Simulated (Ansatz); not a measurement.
The figure comes from a scan of Sb (A7 type, space group R-3m): volume and axial ratio are varied about the relaxed values (subscript 0). All values below come from r2SCAN+rVV10 (plane waves to 500 eV, PAW, scalar-relativistic; Ansatz, a first-principles code). k mesh 13×13×13 (Γ-centred), Fermi-Dirac smearing 0.05 eV. Stress and pressure are positive under compression. As the atoms are clamped, bonds stretch with the cell, which overstates energies and stresses. With partly filled bands, the response to shear is sensitive to the k mesh, so small differences along c/a are uncertain. Sb was relaxed with its symmetry unable to fall. Spin-orbit coupling is left out, though Sb is heavy. 

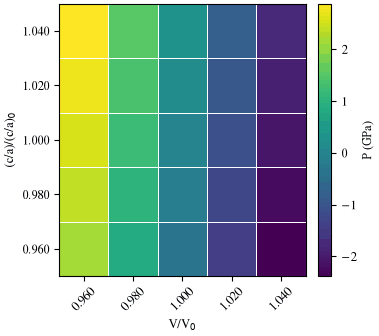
P (GPa), one tile a computed point.

Task: Read the plotted values off the figure, to the accuracy that the plot allows.

Result: To the nearest 0.5:

P (GPa), with V/V₀ across and (c/a)/(c/a)₀ down:

| (c/a)/(c/a)₀ \ V/V₀ | 0.960 | 0.980 | 1.000 | 1.020 | 1.040 |
|---|---|---|---|---|---|
| 0.960 | 2.0 | 1.0 | -0.5 | -1.5 | -2.5 |
| 0.980 | 2.5 | 1.0 | 0.0 | -1.5 | -2.0 |
| 1.000 | 2.5 | 1.0 | 0.0 | -1.0 | -2.0 |
| 1.020 | 2.5 | 1.5 | 0.0 | -1.0 | -2.0 |
| 1.040 | 3.0 | 1.5 | 0.5 | -1.0 | -2.0 |

(A scan under strain: stresses follow from slopes of the energy per volume, elastic moduli from its curvatures.)
